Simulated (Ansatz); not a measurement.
# Profile along the I–Cu line in CuI (zinc blende)

CuI (zinc blende), conventional cell a = b = c = 6.079 Å, α = β = γ = 90.00°. The calculation uses the primitive cell of 2 atoms, to which meshes and values per cell refer.

Fields along a shortest I–Cu line of a {110} plane (2.63 Å), from I to Cu, interpolated on the slice's grid (step about 0.2 Å). Level of theory: PBE (plane waves to 420 eV, PAW, scalar-relativistic; Ansatz, a quantum-chemistry and plane-wave program). k mesh 9×9×9. Near the nuclei the fields are pseudised (PAW); where an atom keeps semicore shells as valence, they peak there. CuI is run without spin polarisation. CuI was relaxed with its symmetry unable to fall. Spin-orbit coupling is left out, though I is heavy.

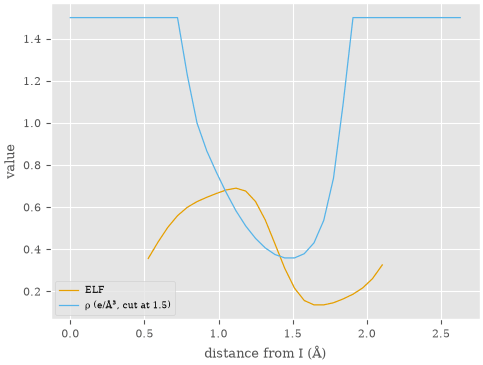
ELF (away from the nuclei) and valence density from I to Cu.

Density on the I–Cu line (2.63 Å) at its density minimum, 1.4 Å from I: 0.36 e/Å³. ELF at that point: 0.3. ELF maximum in the middle third of the I–Cu line: 0.69, 1.1 Å from I.
